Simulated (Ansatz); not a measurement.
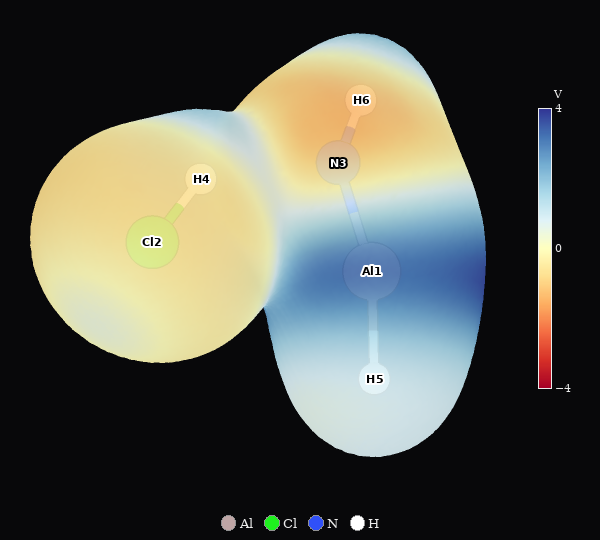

*AlH2N···HCl. The electrostatic potential painted on the density surface at 0.004 e/bohr³, seen at a tilt; red is negative and blue positive.*

Theory: RKS PBE-D4/def2-mTZVP in Ansatz.

```yaml
atoms:
  - { symbol: Al, position_ang: [-0.9393, 0.4475, 0.7551] }
  - { symbol: Cl, position_ang: [0.2343, -1.5795, -1.8830] }
  - { symbol: N, position_ang: [0.7012, 0.7187, 0.6327] }
  - { symbol: H, position_ang: [0.9405, -0.7351, -1.1440] }
  - { symbol: H, position_ang: [-2.3871, -0.1834, 0.6923] }
  - { symbol: H, position_ang: [1.4504, 1.3318, 0.9469] }
```

Describe the electrostatic potential map.

The most negative region (about −1.6 V, or −37 kcal/mol for a unit charge) lies over N3, the most positive (about +3.8 V, or +88 kcal/mol for a unit charge) over Al1. Cl2 shows a σ-hole: about +0.5 V, or +12 kcal/mol for a unit charge at the tip opposite its bond, against about −0.6 V, or −14 kcal/mol for a unit charge on its flanks. N3 is the likeliest acceptor of a hydrogen bond.
